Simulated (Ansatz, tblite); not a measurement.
**The cluster Al₄As₄: one state, many levels**

Aim: run the singlet of the cluster Al₄As₄ at one geometry on many levels, and compare frontier levels, spin and run time.

Computed with Ansatz 0.2.0, Gaussian basis. Level: as each input shows.

Plan: GFN1-xTB, GFN2-xTB, PBE-D4/def2-TZVP, r2SCAN-D4/def2-TZVP, LDA/def2-TZVP, PBE-D4/def2-SVP, PBE0-D4/def2-SVP, HF/6-31G, B3LYP-D4/6-31G, PBE0-D4/def2-TZVPD, PBE-D4/def2-TZVPD, MP2/def2-SVP, RPA/def2-SVP.

11 further runs of the same task are left out: 10 that didn't finish, 1 set aside as unsound or not needed. Runs told in other sessions of the task aren't counted.

## Step 1: The structure

The geometry is that of the singlet, from an earlier relaxation (PBE0-D4/def2-SVP). At that level it is the lowest of the isomers that a small search found.

8 atoms, charge 0, spin multiplicity 1.

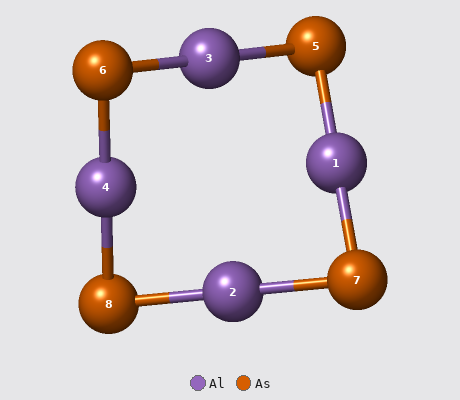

The structure; aluminium purple, arsenic orange; atoms are numbered from 1 in the order of the file.

PBE0-D4/def2-TZVP was run before; its log isn't repeated, and its numbers join the tables.

## Step 2: GFN1-xTB

Tight binding, by tblite at 300 K electronic temperature and without a spin-polarisation term:

```python
tblite.interface.Calculator('GFN1-xTB', numbers, positions, charge=0, uhf=0).singlepoint()
```

Energy -396.9472 eV, HOMO -8.98 eV, LUMO -5.92 eV; 0.011 s.

## Step 3: GFN2-xTB

Tight binding, by tblite at 300 K electronic temperature and without a spin-polarisation term:

```python
tblite.interface.Calculator('GFN2-xTB', numbers, positions, charge=0, uhf=0).singlepoint()
```

Energy -373.0235 eV, HOMO -8.32 eV, LUMO -6.18 eV; 0.021 s.

## Step 4: PBE-D4/def2-TZVP

start.molden holds the orbitals of an earlier run on this state, given as this run's starting guess.

The input, in.yaml:

```yaml
crystal:
  periodic: [false, false, false]
  atoms:
    - {symbol: Al, position_ang: [-0.941946, -0.989218, -1.528020]}
    - {symbol: Al, position_ang: [-0.750040, -1.356512, 1.340562]}
    - {symbol: Al, position_ang: [0.750061, 1.356493, -1.340552]}
    - {symbol: Al, position_ang: [0.941953, 0.989201, 1.528007]}
    - {symbol: As, position_ang: [-1.036461, 0.966223, -2.737836]}
    - {symbol: As, position_ang: [2.537913, 1.749230, 0.054351]}
    - {symbol: As, position_ang: [-0.848952, -2.946222, -0.320596]}
    - {symbol: As, position_ang: [-0.652529, 0.230795, 3.004085]}
basis:
  gaussian: {orbitals: def2-TZVP, initial_orbitals: start.molden}
hamiltonian: {xc: pbe, dispersion: d4}
scf: {omitted_lower_state_checks: [starts]}
output: {forces: true, orbitals: {seedname: orbitals}}
```

On the command line:

```sh
ansatz run in.yaml --threads 4 --pin off --events-out ev --progress --plain --max-ram 4787MiB
```

Further steps of the session: r2SCAN-D4/def2-TZVP; LDA/def2-TZVP; PBE-D4/def2-SVP; PBE0-D4/def2-SVP; HF/6-31G; B3LYP-D4/6-31G; PBE0-D4/def2-TZVPD; PBE-D4/def2-TZVPD; MP2/def2-SVP; RPA/def2-SVP.

**Question.** What will the summary of the whole plan be? Wanted: gap in def2-TZVP, named functionals, smallest and largest; correlation energy, MP2/def2-SVP; binding an atom, functionals in def2-TZVP; PBE0 total energy, smallest basis above largest.

The runs gave:

| quantity | value |
| --- | --- |
| gap in def2-TZVP, named functionals, smallest and largest | 1.79 eV (LDA), 3.14 eV (PBE0-D4) |
| correlation energy, MP2/def2-SVP | -31.24 eV |
| binding an atom, functionals in def2-TZVP | 2.71 (PBE0-D4) to 3.29 eV (LDA) |
| PBE0 total energy, smallest basis above largest | 39.36 eV (def2-SVP, def2-TZVPD) |

Orbital gaps of the named functionals in def2-TZVP span 1.79 eV (LDA) to 3.14 eV (PBE0-D4); exact exchange widens it.
